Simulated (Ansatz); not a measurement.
## Ligand exchange: MgHF + GaH2(SH) → MgH(SH) + GaH2F

Species: MgHF `[F][MgH]`, singlet; GaH2(SH), singlet; MgH(SH), singlet; GaH2F `[F][GaH2]`, singlet. The partners trade F for SH: Mg–F and Ga–SH bonds give way to Mg–SH and Ga–F.

Shapes, held fixed at every level: PBE0-D4/def2-TZVP. Programs: Ansatz 0.2.0. The zero-point and thermal change to 298 K, harmonic and unscaled (PBE0-D4/def2-TZVP), is -2.5 kJ/mol.

| level | kind | ΔH(298 K) (kJ/mol) | less CCSD(T)/def2-TZVPP | CPU time (sum over the molecules) |
| --- | --- | --- | --- | --- |
| HF/def2-TZVPP | Hartree–Fock | +36.6 | -11.2 | – |
| PBE-D4/def2-TZVPP | GGA | +52.3 | +4.5 | 7.6 s |
| B3LYP-D4/def2-TZVPP | global hybrid | +51.7 | +3.9 | 12 s |
| PBE0-D4/def2-TZVPP | global hybrid | +50.6 | +2.8 | 10 s |
| wB97X-V/def2-TZVPP | range-separated hybrid | +47.0 | -0.8 | 22 s |
| CCSD(T)/def2-SVP | coupled cluster or CI | +52.7 | +4.9 | 7.7 s |
| CCSD(T)/def2-TZVPP | coupled cluster or CI | +47.8 | 0.0 | 40 s |

The highest level, CCSD(T)/def2-TZVPP, gives ΔH(298 K) = +47.8 kJ/mol; the levels span +36.6 to +52.7. The column of differences is taken from that level and isn't an error. No measured value is set beside it here. Relativity is left out for Ga. Outer-core shells of Ga, Mg are correlated in most correlated rows, in sets that cover them unevenly. Times are processor times on shared x86 and Arm servers, and rough.

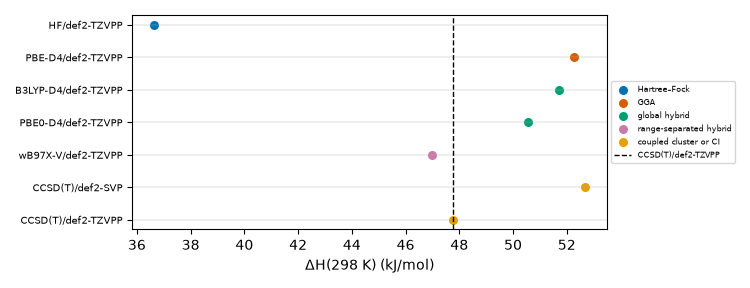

The values of the table, level by level.
